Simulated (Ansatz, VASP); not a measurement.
# NbSi in two plane-wave programs

Wanted: the spread between two codes on one cell, functional and k mesh. The cell is invented: As first built, before any earlier steps moved the atoms (in the runner's words): it takes the WC structure with all of its atoms replaced by other elements, volume scaled by an estimate. It may not be a known or stable phase. The cell is taken from a series of VASP runs on this material, whose earlier steps may have relaxed, scaled or displaced it; both programs get it as it stands. Other levels of theory on this material are compared in a session of their own. Valence electrons are named where the data sets of a main pair hold unlike numbers.

Method: plane waves, with VASP 6.6.1 beside it; band structure at LDA and band structure at PBE, spin-orbit coupling, in Ansatz 0.2.0.

### 1. The structure

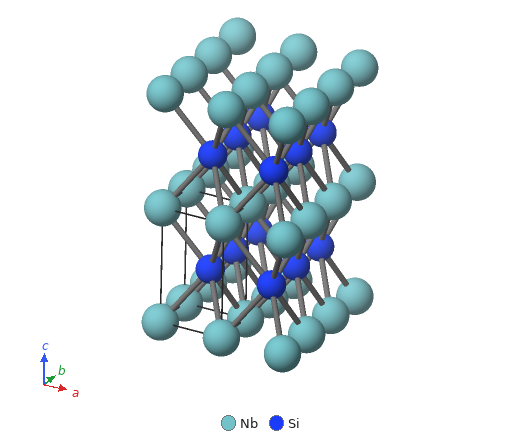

The starting structure, seen slightly off an axis (niobium teal, silicon blue). 2×3×2 cells are drawn. Bonds to atoms that aren't drawn are left out. Some periodic images of atoms are drawn too.

### 2. VASP: band structure, LDA

With cell and atoms fixed, the geometry can't cause a difference; cores, projectors, grids and the points listed under the comparison can.

Lines of VASP's logs that name or quote its potential files are left out, and so is its time.

Contents of INCAR:

```
SYSTEM = NbSi
PREC = Accurate
ENCUT = 400
EDIFF = 1E-06
NELM = 100
ISMEAR = 0
SIGMA = 0.02
LREAL = .FALSE.
ALGO = Normal
GGA = CA
LORBIT = 11
LWAVE = .FALSE.
LCHARG = .FALSE.
KPAR = 4
```

Contents of POSCAR:

```
NbSi
1.0
    3.0335601418     -0.0000000243      0.0000000000
   -1.5167806400      2.6271406017      0.0000000000
    0.0000000000      0.0000000000      4.0525052525
Nb Si
1 1
Direct
    0.0000000000      0.0000000000      0.0000000000
    0.6666666700      0.3333333300      0.5000000000
```

Contents of KPOINTS:

```
Automatic mesh
0
Gamma
5 5 4
0 0 0
```

Contents of KPOINTS_OPT:

```
Line mode
16
Line-mode
Reciprocal
  0.00000000   0.00000000   0.00000000 GAMMA
  0.50000000   0.00000000   0.00000000 M

  0.50000000   0.00000000   0.00000000 M
  0.33333333   0.33333333   0.00000000 K

  0.33333333   0.33333333   0.00000000 K
  0.00000000   0.00000000   0.00000000 GAMMA

  0.00000000   0.00000000   0.00000000 GAMMA
  0.00000000   0.00000000   0.50000000 A

  0.00000000   0.00000000   0.50000000 A
  0.50000000   0.00000000   0.50000000 L

  0.50000000   0.00000000   0.50000000 L
  0.33333333   0.33333333   0.50000000 H

  0.33333333   0.33333333   0.50000000 H
  0.00000000   0.00000000   0.50000000 A

  0.50000000   0.00000000   0.50000000 L
  0.50000000   0.00000000   0.00000000 M

  0.33333333   0.33333333   0.00000000 K
  0.33333333   0.33333333   0.50000000 H
```

The projector-augmented-wave data sets are Nb_sv and Si (PBE family, release 64).

Launch:

```sh
$ mpirun -np 4 vasp_std
```

Numbers of over 12 decimals in the logs are rounded to 6 here.

Log:

```text
[banner, memory and clock lines left out]
running    4 mpi-ranks, on    1 nodes
 distrk:  each k-point on    1 cores,    4 groups
 distr:  one band on    1 cores,    1 groups

 POSCAR found type information on POSCAR NbSi
 POSCAR found :  2 types and       2 ions
|                                                                             |
|               ----> ADVICE to this user running VASP <----                  |
|                                                                             |
|     You enforced a specific xc type in the INCAR file but a different       |
|     [... a line on the potential file left out ...]
|     I HOPE YOU KNOW WHAT YOU ARE DOING!                                     |
|                                                                             |

 LDA part: xc-table for (Slater(with rela. corr.)+CA(PZ))
 , standard interpolation
 POSCAR, INCAR and KPOINTS ok, starting setup
 FFT: planning ... GRIDC
 FFT: planning ... GRID_SOFT
 FFT: planning ... GRID
 WAVECAR not read
 entering main loop
       N       E                     dE             d eps       ncg     rms          rms(c)
DAV:   1     0.107626091881E+03    0.10763E+03   -0.75582E+03   360   0.109E+03
DAV:   2    -0.121706081339E+02   -0.11980E+03   -0.11547E+03   428   0.375E+02
DAV:   3    -0.185815417773E+02   -0.64109E+01   -0.63080E+01   584   0.674E+01
DAV:   4    -0.188483917887E+02   -0.26685E+00   -0.26432E+00   484   0.139E+01
DAV:   5    -0.188663754183E+02   -0.17984E-01   -0.17978E-01   628   0.287E+00    0.860E+00
DAV:   6    -0.180716233706E+02    0.79475E+00   -0.28820E+00   588   0.165E+01    0.274E+00
DAV:   7    -0.179952318432E+02    0.76392E-01   -0.17557E-01   424   0.339E+00    0.155E+00
DAV:   8    -0.179785365657E+02    0.16695E-01   -0.48944E-02   576   0.210E+00    0.440E-01
DAV:   9    -0.179780056942E+02    0.53087E-03   -0.45113E-03   528   0.663E-01    0.173E-01
DAV:  10    -0.179780214252E+02   -0.15731E-04   -0.71141E-04   568   0.325E-01    0.420E-02
DAV:  11    -0.179780097894E+02    0.11636E-04   -0.35013E-05   548   0.698E-02    0.928E-03
DAV:  12    -0.179780095913E+02    0.19814E-06   -0.19488E-06   368   0.148E-02
   1 F= -.17978010E+02 E0= -.17977650E+02  d E =-.719903E-03
 Start KPOINTS_OPT (optional k-point list driver)
k-point batch [1-15\144]
       N       E                     dE             ncg
DAV:   1    -0.272523912026E+03   -0.43943E+04      360
DAV:   2    -0.217523524707E+04   -0.19027E+04      436
DAV:   3    -0.226995190165E+04   -0.94717E+02      556
DAV:   4    -0.227378405440E+04   -0.38322E+01      504
DAV:   5    -0.227397253653E+04   -0.18848E+00      600
DAV:   6    -0.227397634692E+04   -0.38104E-02      504
DAV:   7    -0.227397642751E+04   -0.80591E-04      556
DAV:   8    -0.227397642925E+04   -0.17331E-05      352
DAV:   9    -0.227397642942E+04   -0.17708E-06      348
[...]
k-point batch [136-144\144]
       N       E                     dE             ncg
DAV:   1     0.327527260589E+04   -0.65001E+04      224
DAV:   2     0.244609951209E+04   -0.82917E+03      252
DAV:   3     0.240669951405E+04   -0.39400E+02      332
DAV:   4     0.240528118634E+04   -0.14183E+01      292
DAV:   5     0.240518614059E+04   -0.95046E-01      372
DAV:   6     0.240518395659E+04   -0.21840E-02      304
DAV:   7     0.240518394301E+04   -0.13582E-04      308
DAV:   8     0.240518394276E+04   -0.25006E-06      200
```

Parts of OUTCAR (step 2):

```text
ion  position               nearest neighbor table
   1  0.000  0.000  0.000-   2 2.68   2 2.68   2 2.68   2 2.68   2 2.68   2 2.68
   2  0.667  0.333  0.500-   1 2.68   1 2.68   1 2.68   1 2.68   1 2.68   1 2.68

  LATTYP: Found a hexagonal cell.
 ALAT       =     3.0335601418
 C/A-ratio  =     1.3358908553

 Subroutine GETGRP returns: Found 12 space group operations
 (whereof 12 operations were pure point group operations)

The static configuration has the point symmetry D_3h.

 Found     15 irreducible k-points:

   k-points           NKPTS =     15   k-points in BZ     NKDIM =     15   number of bands    NBANDS=     12

   dimension x,y,z NGX =    20 NGY =   20 NGZ =   28
   dimension x,y,z NGXF=    40 NGYF=   40 NGZF=   56

   ENCUT  =  400.0 eV  29.40 Ry    5.42 a.u.   4.95  4.95  6.61*2*pi/ulx,y,z

   NELECT =      17.0000    total number of electrons

 k-points in reciprocal lattice and weights: Automatic mesh
   0.00000000  0.00000000  0.00000000       0.010
   0.20000000 -0.00000000  0.00000000       0.060
   0.40000000 -0.00000000  0.00000000       0.060
   0.20000000  0.20000000  0.00000000       0.060
   0.40000000  0.20000000  0.00000000       0.060
   0.00000000  0.00000000  0.25000000       0.020
   0.20000000 -0.00000000  0.25000000       0.120
   0.40000000 -0.00000000  0.25000000       0.120
   0.20000000  0.20000000  0.25000000       0.120
[...]
0.20000000  0.20000000  0.50000000       0.060
   0.40000000  0.20000000  0.50000000       0.060

 average (electrostatic) potential at core
       1 -77.4921       2 -78.1196

 E-fermi :  10.5075

 k-point     1 :       0.0000    0.0000    0.0000
  band No.  band energies     occupation
    ...
      5      -0.5811      2.00000
      6       7.2114      2.00000
      7       9.1384      2.00000
      8      10.4122      2.00000
      9      10.4122      2.00000
     10      12.7480      0.00000
     11      12.7480      0.00000
     12      17.8435      0.00000

 k-point     2 :       0.2000   -0.0000    0.0000
  band No.  band energies     occupation
    ...
      4     -19.7523      2.00000
      5       0.3043      2.00000
      6       7.9601      2.00000
      7       8.1556      2.00000
      8       9.2240      2.00000
      9      11.3878      0.00000
     10      12.3126      0.00000
     11      13.8971      0.00000
     12      14.3111      0.00000

 k-point     3 :       0.4000   -0.0000    0.0000
  band No.  band energies     occupation
    ...
      4     -19.8583      2.00000
      5       2.6395      2.00000
      6       6.3522      2.00000
      7       7.1206      2.00000
      8       8.1971      2.00000
      9      11.7099      0.00000
     10      13.3234      0.00000
     11      14.4128      0.00000
     12      14.7928      0.00000

  Total       -1.6752599     -1.6752605     -0.9138291      0.0000004      0.0000000      0.0000000
  in kB      -83.1061715    -83.1061995    -45.3331663      0.0000187      0.0000000      0.0000000
  external PRESSURE =     -70.5151791 kB  Pullay stress =       0.0000000 kB

  energy-cutoff  :      400.00
  volume of cell :       32.30
      direct lattice vectors                 reciprocal lattice vectors
     3.033560142 -0.000000024  0.000000000     0.329645683  0.190321062  0.000000000
    -1.516780640  2.627140602  0.000000000     0.000000003  0.380641982  0.000000000
     0.000000000  0.000000000  4.052505252     0.000000000  0.000000000  0.246760939

 POSITION                                       TOTAL-FORCE (eV/Angst)
 -----------------------------------------------------------------------------------
      0.00000      0.00000      0.00000        -0.000000      0.000000      0.000000
      1.51678      0.87571      2.02625         0.000000      0.000000      0.000000
 -----------------------------------------------------------------------------------
    total drift:                               -0.000005     -0.000003      0.000000

  FREE ENERGIE OF THE ION-ELECTRON SYSTEM (eV)
  ---------------------------------------------------
  free  energy   TOTEN  =       -17.9780095913 eV

  energy  without entropy=      -17.9772896887  energy(sigma->0) =      -17.97764964

 total charge
# of ion       s       p       d       tot
------------------------------------------
    1        2.175   6.024   2.511  10.710
    2        0.783   0.846   0.000   1.629
--------------------------------------------------
tot          2.958   6.870   2.511  12.339

[... 3 further parts left out ...]
```

At this level the cell is under a tension of 7.1 GPa, so at these settings it is away from equilibrium.

### 3. Ansatz: band structure, LDA

Ansatz runs on its default PAW (the set named soft_2) files.

The same cell, functional (in two slightly different forms), mesh and smearing now go to Ansatz, which takes its cutoff from its data sets.

Contents of input.yaml:

```yaml
crystal:
  lattice:
    - [3.0335601418, -2.43e-08, 0.0]
    - [-1.51678064, 2.6271406017, 0.0]
    - [0.0, 0.0, 4.0525052525]
  atoms:
    - { symbol: Nb, position: [0.0, 0.0, 0.0] }
    - { symbol: Si, position: [0.66666667, 0.33333333, 0.5] }
hamiltonian:
  xc: lda
  pseudopotentials: { kind: paw }
kpoints:
  mp_grid: { grid: [5, 5, 4] }
  band_path:
    path:
      - [0.0, 0.0, 0.0]
      - [0.13333, 0.0, 0.0]
      - [0.3, 0.0, 0.0]
      - [0.46667, 0.0, 0.0]
      - [0.46667, 0.06667, 0.0]
      - [0.41111, 0.17778, 0.0]
      - [0.35556, 0.28889, 0.0]
      - [0.28889, 0.28889, 0.0]
      - [0.17778, 0.17778, 0.0]
      - [0.06667, 0.06667, 0.0]
      - [0.0, 0.0, 0.03333]
      - [0.0, 0.0, 0.2]
      - [0.0, 0.0, 0.36667]
      - [0.0, 0.0, 0.5]
      - [0.16667, 0.0, 0.5]
      - [0.3, 0.0, 0.5]
      - [0.46667, 0.0, 0.5]
      - [0.46667, 0.06667, 0.5]
      - [0.41111, 0.17778, 0.5]
      - [0.35556, 0.28889, 0.5]
      - [0.28889, 0.28889, 0.5]
      - [0.17778, 0.17778, 0.5]
      - [0.06667, 0.06667, 0.5]
      - [0.5, 0.0, 0.46667]
      - [0.5, 0.0, 0.3]
      - [0.5, 0.0, 0.13333]
      - [0.33333, 0.33333, 0.0]
      - [0.33333, 0.33333, 0.16667]
      - [0.33333, 0.33333, 0.33333]
      - [0.33333, 0.33333, 0.5]
    npoints: 1
scf:
  occupations: { method: gaussian, width: 0.02 }
  n_extra_bands: 7
output:
  forces: true
  stress: true
  eigenvalues: true
```

Launch:

```sh
$ ansatz run input.yaml --threads 2 --pin off --max-ram 4608MiB --backend cpu --events-out ev --progress --plain --runs-dir out
```

Log:

```text
Warning: the atoms were moved onto the symmetric positions of the space group found under crystal.symmetry.tolerance 1.0e-5 (fractional; no operation is sought that the atoms, as they stand in a round, miss by more than twice it, and no atom is moved by as much as it), and the run uses the moved positions. Before a round's move an operation carried an atom to 1.52e-8 Å from where it should land, the largest such dist [...]
scf.n_extra_bands = 7 over 9 filled bands (N_el = 17.0): the run solves 16 bands
Engine: ansatz 0.2.0, aarch64-unknown-linux-gnu
Pseudopotentials: kind: paw
Pseudopotential: Nb, paw, valence charge 13, recommended cutoff 420 eV (normal), Nb.paw.azcp
Pseudopotential: Si, paw, valence charge 4, recommended cutoff 420 eV (normal), Si.paw.azcp
Functional definition: SPW92
  exchange = slater_x
  correlation = pw_c
Crystal: 2 atoms, lattice volume = 32.297 Å³
Basis set: ecut = 420 eV, 613 PW (Γ)
Bands: 16, of which v1, the nominal top of the filled ones, is band 9 counted from 1 (8 counted from 0)
Symmetry: 12 space group operations
Space group: P-6m2 (ITA 187), of the structure as read, at distance tolerance 3.2e-5 Å
k-points: 15 of 100 (time reversal used)
Non-local potential: Nb, projectors of the file, l = 0: 3, l = 1: 2, l = 2: 2, l = 3: 1
Non-local potential: Si, projectors of the file, l = 0: 2, l = 1: 2, l = 2: 2
PAW form: soft (Blöchl's): semilocal exchange-correlation on the pseudo side does not see the compensation charge
PAW frozen core: Nb, regenerated for the run's functional, and the local potential with it (the file was generated under x = pbe(κ = 0.804, μ = 0.219515), c = pbe(β = 0.066725))
PAW frozen core: Si, regenerated for the run's functional, and the local potential with it (the file was generated under x = pbe(κ = 0.804, μ = 0.219515), c = pbe(β = 0.066725))
PAW one-centre angular grid: Nb, 590 points (default); XC on 64 Gauss nodes
PAW one-centre angular grid: Si, 110 points (default); XC on 64 Gauss nodes
Initial density: superposition of atomic densities (neutral atoms: chi_scale 0, normalization atom), corrected by the library's trained network
Initial wavefunctions: pseudopotential atomic-orbital guess
Functional: x = slater, c = lda
SCF iter   1: F=—  HF=-5052.004994 eV  |F-HF|=—  |Δ(HF+E_count)|=         —  Δρ=7.34e-3  dr2=9.14e-3  ethr=1.77e-3  ⟨swp⟩=5.7  Hψ=1317  notcnv=0
preconditioner: auto → none  [insulator: Δε(μ)=0.047 eV  Ē_g=9.584 eV  σ=0.020 eV  W_gap=0.66  n_scr=8 (ndim 8)  ℏωp=19.6 eV  f_vac=0.000  D(μ)=3.12/eV (n_scr^D=40)  ε∞_Penn≈5.2]
SCF iter   2: F=—  HF=-5052.002089 eV  |F-HF|=—  |Δ(HF+E_count)|=   2.90e-3  Δρ=3.35e-3  dr2=1.40e-3  ethr=5.38e-5  ⟨swp⟩=2.0  Hψ=432  notcnv=0  defer=32
SCF iter   3: F=—  HF=-5052.001842 eV  |F-HF|=—  |Δ(HF+E_count)|=   2.47e-4  Δρ=3.91e-4  dr2=1.38e-5  ethr=8.26e-6  ⟨swp⟩=2.3  Hψ=271  notcnv=0  defer=32
SCF iter   4: F=—  HF=-5052.001845 eV  |F-HF|=—  |Δ(HF+E_count)|=   2.88e-6  Δρ=5.02e-5  dr2=5.83e-7  ethr=8.12e-8  ⟨swp⟩=2.5  Hψ=296  notcnv=0  defer=32
SCF iter   5: F=—  HF=-5052.001845 eV  |F-HF|=—  |Δ(HF+E_count)|=   9.17e-8  Δρ=1.66e-5  dr2=1.07e-7  ethr=3.43e-9  ⟨swp⟩=2.8  Hψ=344  notcnv=0  defer=32
SCF iter   6: F=-5052.001845 eV  HF=-5052.001845 eV  |F-HF|=3.67e-9  |Δ(HF+E_count)|=   2.05e-8  Δρ=5.03e-6  dr2=6.38e-9  ethr=5.88e-10  ⟨swp⟩=7.8  Hψ=907  notcnv=0
SCF 1 converged in 6 iterations: F = -5052.001845 eV  dr2 = 6.38e-9
  greatest PAW one-centre occupation: 0.997 electrons in one spin orbital (limit 2), on the Nb atom at site 0 (counted from 0), in its partial waves of l = 0
NSCF: frozen V_eff on 30 k-points
SCF converged after 6 iterations
Free energy (F): -5052.001845 eV
Harris-Foulkes:  -5052.001845 eV  (|F-HF|=3.67e-9)
Internal energy: -5052.001116 eV  (E = F + TS)
E sigma→0 (E₀):  -5052.001480 eV
Entropy (-TS):   -0.000729 eV (-0.364 meV/atom)
Fermi energy:    14.399480 eV
--- Per-component energies (eV) ---
  E_band       = -81.478664
  E_kinetic    = 436.545098
  E_local      = -920.291313  (includes V_loc(G=0)·N_el)
  E_nonlocal   = 150.251968
  E_hartree    = 313.248324
  E_xc         = -230.323661
  E_vxc        = -261.179481  (∫ρ·V_xc dr)
  E_paw        = -3450.853551  (= ΣΔE_a)
  E_vpaw       = -113.299903  (= ΣTr[D̂ρ^β])
  E_aug_tail   = 0.000012  (compensation charges beyond the density's cutoff)
  E_ewald      = -1351.088018
  E_core_change = 0.510025  (= ΣΔE_core)
  E_smearing   = -0.000729  (= −TS)
  E_closure    = 0.000000  (closes the sum)
  Σ components = -5052.001845   (vs F -5052.001845, Δ=0.00e0)
--- Forces (eV/Å), atoms counted from 1 ---
  atom   1  Nb    -0.00000000    -0.00000000    -0.00000000
  atom   2  Si     0.00000000     0.00000000    -0.00000000
  max |Σ_I F_I| component: 5.09e-17 eV/Å
--- Stress (GPa, compression-positive) ---
       -8.487850       0.000000      -0.000000
        0.000000      -8.487850      -0.000000
       -0.000000      -0.000000      -4.923345
  P = ⅓ Tr σ = -7.2997 GPa (-72.997 kbar)
--- Band table (eV; the first three rows and the last of 15) ---
  k-point 0: bands = [... 5 lower, 11.0963, 13.0275, 14.3043, 14.3043, 16.6356, 16.6356, 21.5588, 21.7754, ... 3 higher]
  k-point 1: bands = [... 5 lower, 9.7551, 13.3926, 14.4245, 14.4245, 16.1749, 16.1749, 21.8055, 21.8055, ... 3 higher]
  k-point 2: bands = [... 5 lower, 8.3073, 13.7240, 14.5611, 14.5611, 15.7952, 15.7952, 21.4141, 21.4141, ... 3 higher]
  k-point 14: bands = [... 5 lower, 10.2177, 11.3923, 12.7194, 13.9654, 15.4490, 18.6189, 19.5049, 19.6348, ... 3 higher]
```

It took 2.8 s on 2 threads of Arm Neoverse N1, shared host; peak memory 0.27 GiB; 3.5 s of CPU time.

Reading the cycles: dr2 is the Hartree energy of the density residual (eV), the measure of convergence; HF is the Harris–Foulkes estimate of the energy, which meets the free energy F at convergence.

### 4. Comparison

Known differences besides the potentials themselves: the two LDA forms differ slightly; the cutoff is 420 eV in Ansatz and 400 eV in VASP; Ansatz makes its cores anew for this functional, VASP keeps those of its PBE data sets; VASP's log shows a relativistic correction to its local exchange, Ansatz's none. Total energies have different zeros and are not compared.

Both answers:

```
      quantity  Ansatz   VASP  difference
pressure (GPa)   -7.30  -7.05       -0.25
```

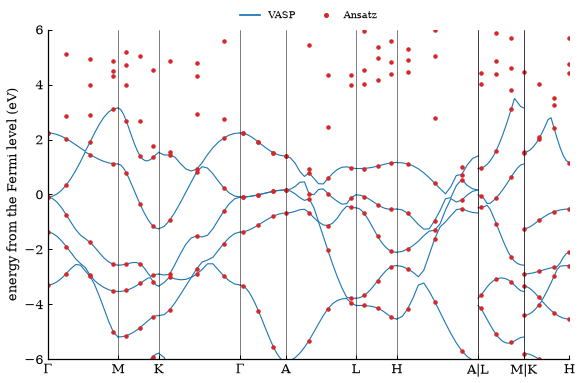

Bands from VASP (lines) and levels from Ansatz (dots). Dots without a line are higher empty bands that the VASP plot leaves out.

Levels from 3 eV below to 2 eV above the Fermi level differ by 4 meV r.m.s. and 14 meV at most; each VASP level is matched to the nearest of Ansatz, which flatters the figure a little.

[end of part 1 of 2]

[Lines on the potential files, build, host, timing and source positions are cut from VASP's logs without a mark.]

[Logs are printed without paths, hosts, clocks, repeated set-up lines and the standing remarks that a program may print on its own settings, such as how far it seeks lower states.]

[Hosts, paths, dates, database ids (printed as entryN), source tags and the programs' standing remarks are cut or masked in the printed files.]
